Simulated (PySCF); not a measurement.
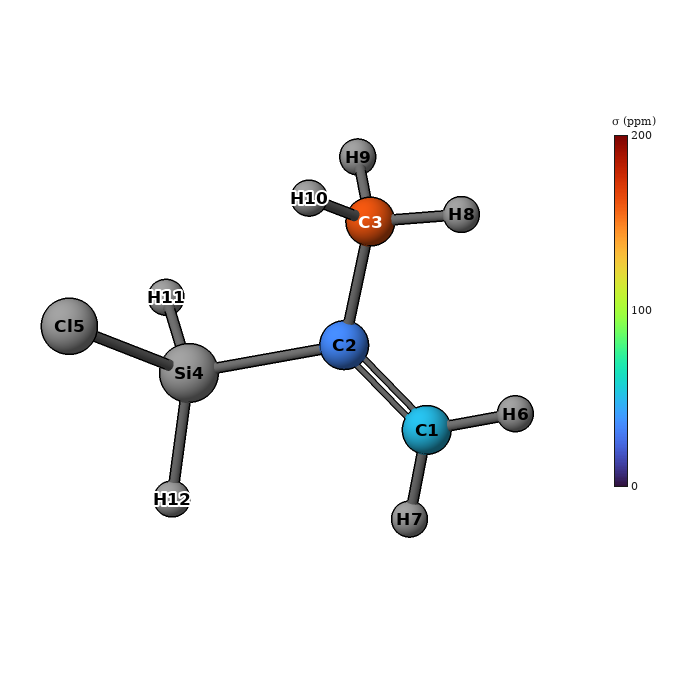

Atoms are coloured by their isotropic NMR shieldings (C only, the others grey). The geometry was computed by an optimisation with GFN2-xTB. No frequency run is at hand to confirm it as a minimum. Properties computed with GIAO PBE0/pcSseg-1 NMR shielding, non-relativistic, gas phase (PySCF 2.14.0).

Give the isotropic NMR shieldings of the C atoms atom by atom.

```csv
atom,σ (ppm)
C1,51.0
C2,34.7
C3,161.2
```

The geometry is semi-empirical. Around Si such bond lengths and angles can be off by a tenth of an ångström or more and by several degrees, and values that hang on the shape move with them.
